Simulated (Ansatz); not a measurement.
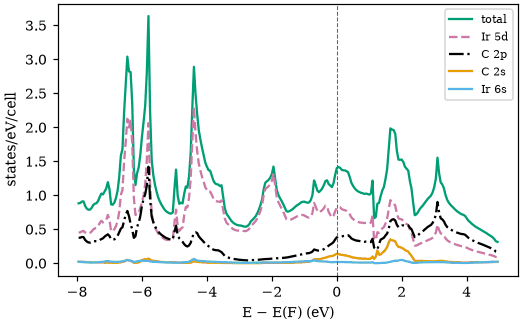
Figure: Total and projected density of states of IrC in space group P-6m2 (No. 187; Ir on 1a, C on 1d), DFT-PBEsol in the program Ansatz with PAW potentials

Task: Which orbitals carry the states next to the Fermi level?

Result: Within 0.5 eV of the Fermi level: Ir 5d 61 %, C 2p 26 %, C 2s 8 %. Projections are on Löwdin-orthogonalised atomic valence shells; empty p or d shells of many metals are not among them.

Task: Where is the tallest occupied peak in this window, and what makes it?

Result: Near -5.8 eV, about 3.6 states/eV per cell; the largest projected share is Ir 5d.

The start of the workflow was typed in or built on a structure type; neither database checked (COD, Materials Project) lists it. Whether it is the stable phase at ambient conditions was not checked. The cell was relaxed with PBEsol under the symmetry of its start. At this level the phase is dynamically unstable (imaginary phonons). No spin polarisation was allowed. Its formation energy is positive at this level, so the cell may be metastable or incomplete. Spin–orbit coupling is left out wherever it is not named.

Potentials: the earlier of the program's two PAW sets. The files were generated under PBE; for other functionals the program regenerates the frozen cores, and for LDA and PBEsol the local potential too.
